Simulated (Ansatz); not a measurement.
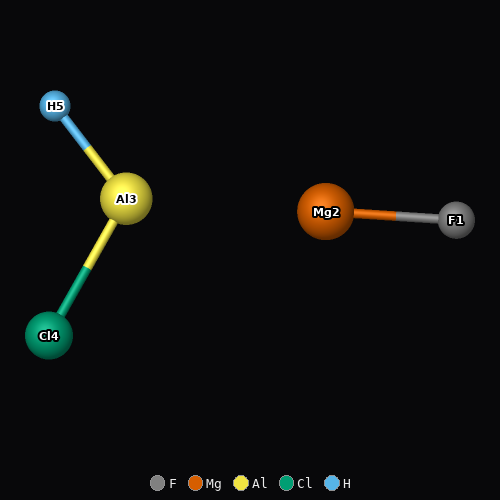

The system is AlClFHMg; the picture shows the reference structure. The first coordinate is: bond length Mg2–Al3; the second: bond length Al3–Cl4. Nothing is relaxed (all other coordinates rigid). The grid has 11 × 11 points. Points are written as (first, second). Energies are in kJ/mol, from the lowest grid point. The calculation used Ansatz, RKS B3LYP-D4/def2-TZVP.

Its coordinates:

| atom | x (Å) | y (Å) | z (Å) |
| --- | --- | --- | --- |
| F | -0.4051 | -2.5840 | 2.2050 |
| Mg | -0.1222 | -1.2486 | 1.0892 |
| Al | 0.3050 | 0.7910 | -0.6167 |
| Cl | -1.3943 | 1.4232 | -1.7356 |
| H | 1.6166 | 1.6184 | -0.9420 |

Range: bond length Mg2–Al3 from 2.370 to 3.366 Å; bond length Al3–Cl4 from 1.875 to 2.663 Å.

> What will the energy surface look like?

The lowest grid point is at (2.669 Å, 2.111 Å). No other kind of well shows on this grid. The highest grid point, (3.366 Å, 2.663 Å), lies 152 kJ/mol above the lowest. Round the minimum the two coordinates are nearly uncoupled.

```
bond length Al3–Cl4 ↓, bond length Mg2–Al3 →  2.370  2.470  2.569  2.669  2.769  2.868  2.968  3.067  3.167  3.267  3.366
                                       2.663    129    110    100     96     97    102    109    118    128    140    152
                                       2.584    109     90     80     76     78     83     90     98    108    120    133
                                       2.506     90     71     61     57     59     64     71     79     89    101    114
                                       2.427     72     53     43     39     41     46     53     62     71     83     96
                                       2.348     56     37     27     23     25     30     37     46     55     67     79
                                       2.269     43     24     14     10     12     17     24     32     42     53     66
                                       2.190     35     16      6      2      3      8     15     24     33     44     57
                                       2.111     34     14      4      0      1      6     13     21     31     42     54
                                       2.033     41     22     11      7      8     13     20     28     37     48     61
                                       1.954     62     43     32     27     28     32     39     47     56     67     80
                                       1.875    101     81     70     66     66     70     77     84     93    104    116
```

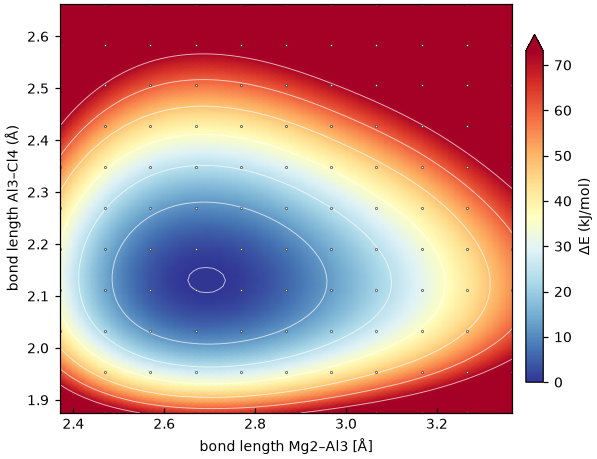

Drawn: a smooth colour map with a few white contour lines, dots at the grid points, one colour for all values above the top of the scale. Between grid points the surface is interpolated.

Each point was launched as `ansatz run input.yaml --threads 1 --pin off --max-ram 2560MiB --backend cpu --events-out ev --progress --plain --runs-dir out`. Time for the 121 points that were run: 7.4 min on 1 thread of Intel(R) Xeon(R) Platinum 8488C (Sapphire Rapids), on a shared host.
